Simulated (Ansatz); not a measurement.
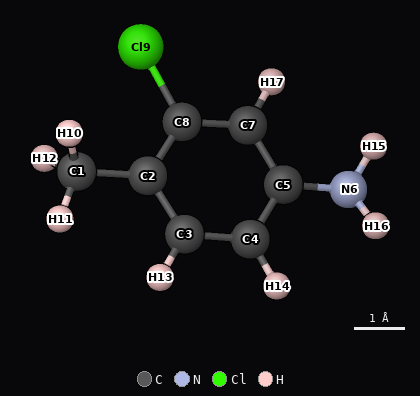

Fig. 1: The structure as given in the input (ball-and-stick view, seen at a tilt; atoms are numbered from 1 in the order of the input).

# C7H8ClN: single-point calculation

C7H8ClN, computed with RKS PBE0-D4/def2-TZVPP (Ansatz 0.2.0).

The geometry comes from this level: PBE0-D4/def2-TZVP.

## Input file
```yaml
crystal:
  periodic: [false, false, false]
  atoms:
    - {symbol: C, position_ang: [2.528398, -0.922553, -0.092091]}
    - {symbol: C, position_ang: [1.118825, -0.428411, -0.052984]}
    - {symbol: C, position_ang: [0.329966, -0.374629, -1.198121]}
    - {symbol: C, position_ang: [-0.975589, 0.078877, -1.184277]}
    - {symbol: C, position_ang: [-1.559362, 0.508709, 0.006897]}
    - {symbol: N, position_ang: [-2.883584, 0.912384, 0.050586]}
    - {symbol: C, position_ang: [-0.792068, 0.465673, 1.169120]}
    - {symbol: C, position_ang: [0.511347, 0.006511, 1.121876]}
    - {symbol: Cl, position_ang: [1.412570, -0.018504, 2.602024]}
    - {symbol: H, position_ang: [3.231200, -0.157437, 0.248518]}
    - {symbol: H, position_ang: [2.802898, -1.210857, -1.107505]}
    - {symbol: H, position_ang: [2.667130, -1.789677, 0.559198]}
    - {symbol: H, position_ang: [0.761785, -0.702588, -2.138061]}
    - {symbol: H, position_ang: [-1.551877, 0.097098, -2.103171]}
    - {symbol: H, position_ang: [-3.130001, 1.507911, 0.823753]}
    - {symbol: H, position_ang: [-3.262098, 1.241397, -0.822107]}
    - {symbol: H, position_ang: [-1.209531, 0.786097, 2.116337]}
basis:
  gaussian: {orbitals: def2-TZVPP}
hamiltonian: {xc: pbe0, dispersion: d4}
output: {orbitals: {seedname: orbitals}}
```

Launch command:
```bash
ansatz run in.yaml --threads 2 --pin off --events-out ev --progress --plain --max-ram 22528MiB --backend cuda --devices 0, --max-vram 18GiB
```

## Log
```
Functional definition: PBE0
  name "PBE0"
  cite "Adamo & Barone, J. Chem. Phys. 110, 6158 (1999) doi:10.1063/1.478522"
  cite "Perdew, Burke & Ernzerhof, Phys. Rev. Lett. 77, 3865 (1996) doi:10.1103/PhysRevLett.77.3865"
  parent pbe
  parameter a = 0.25
  parameter kappa = 0.804
  parameter beta = 0.06672455060314922
  exchange = (1 - a)*pbe_x(kappa = kappa, mu = beta*pi^2/3) + a*exact_x
  correlation = pbe_c(beta = beta)
2212 factors; their error is unknown
mean field evaluation 1: about -21376.2401 eV, gradient 8.1e1 eV
mean field evaluation 2: about -21367.3433 eV, gradient 9.9e1 eV
mean field evaluation 4: about -21391.3222 eV, gradient 6.6e0 eV
mean field evaluation 8: about -21391.4159 eV, gradient 2.4e-1 eV
mean field evaluation 16: about -21391.4523 eV, gradient 2.7e-4 eV
mean field -21391.45234969 eV, -786.1213742038 hartree, gradient 6.1e-5 eV, S^2 0.000000; 0 other end points of the search recorded, 0 dependent functions left out
reference -21391.45238683 eV, -786.1213755689 hartree; 37, 37 occupied and 365, 365 virtual orbitals, 2212 factors
Total energy: -21391.89855183 eV, -786.1377718301 hartree
```

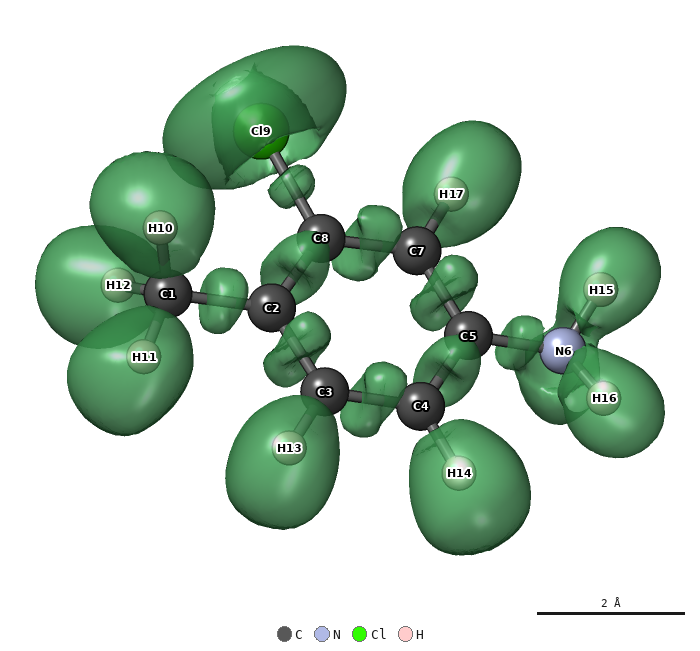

Fig. 2: Isosurface of the ELF at 0.8 (green), seen at a tilt. Core shells and regions of very low density are left out. Values along the shortest contacts: C–C (1.38 Å): the ELF peaks at about 0.95 between the atoms, which marks localised, shared-pair bonding.

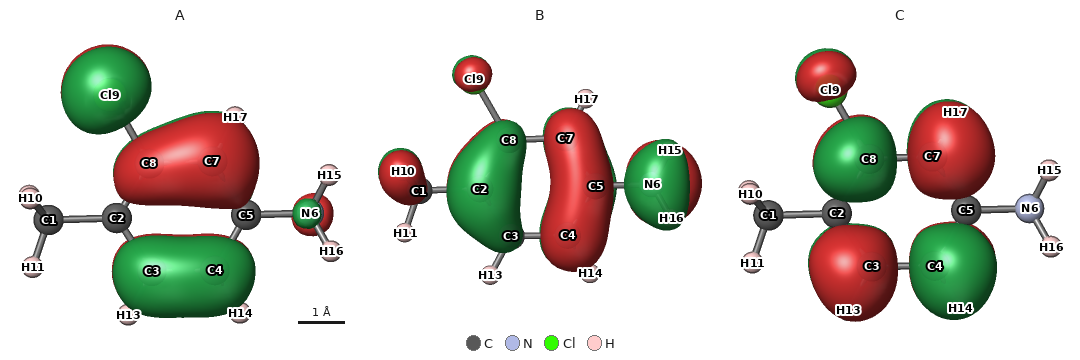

Fig. 3: Three frontier orbitals at ±0.08 Å⁻³ᐟ² (green and red are the two phases). A is the HOMO−1 (−7.01 eV). By Hirshfeld shares it lies mainly on C7 (25 %), Cl9 (20 %), C8 (15 %), C4 (15 %) and C3 (15 %). B is the HOMO (−5.99 eV). It lies mainly on N6 (25 %), C2 (20 %), C5 (15 %), C4 (10 %) and C7 (10 %). C is the LUMO (−0.32 eV). It lies mainly on C8 (20 %), C7 (20 %), C3 (15 %) and C4 (15 %). The HOMO–LUMO gap is 5.67 eV between the orbital energies.

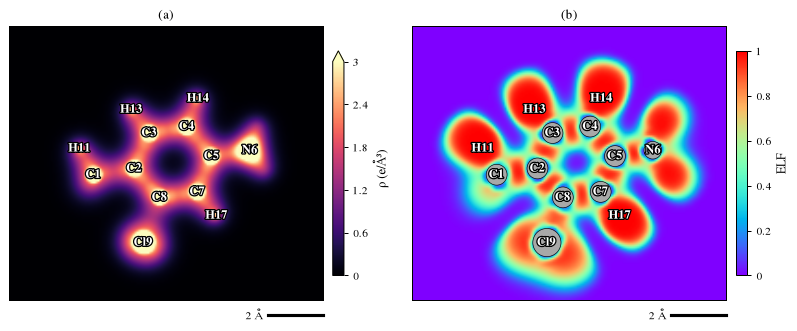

Fig. 4: (a) electron density; (b) electron localisation function on the plane of atoms C8, C7 and H17. Grey discs, where drawn, cover atomic cores. The section cuts through C, N, Cl and H sites. C–C (1.38 Å): ρ at the midpoint is about 2.2 e/Å³; the ELF peaks at about 0.95 between the atoms (a covalent bond). C–N (1.39 Å): ρ is about 2.2 e/Å³ halfway; the ELF peaks at about 0.95 between the atoms, which marks localised, shared-pair bonding. C–Cl (1.73 Å): ρ at the midpoint is about 1.5 e/Å³; the ELF peaks at about 0.90 between the atoms, which marks a shared electron pair.

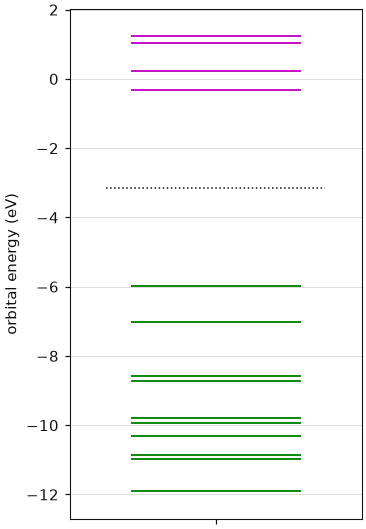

Fig. 5: Orbital energies near the frontier; the dotted line parts filled from empty levels, and levels within 0.02 eV of each other stand side by side. Highest filled −5.99 eV, lowest empty −0.32 eV, 5.67 eV apart.

## Key numbers

- outcome: converged
- total energy: −21391.8986 eV
- mean-field energy: −21391.4524 eV
- dispersion energy: −0.4462 eV
- SCF solution under orbital rotations: stable
- HOMO: −5.99 eV
- LUMO: −0.32 eV
- hardware: 2 CPU threads, shared host
- wall time: 2.2 s (CPU time 2.9 s)
- peak memory: 0.94 GiB
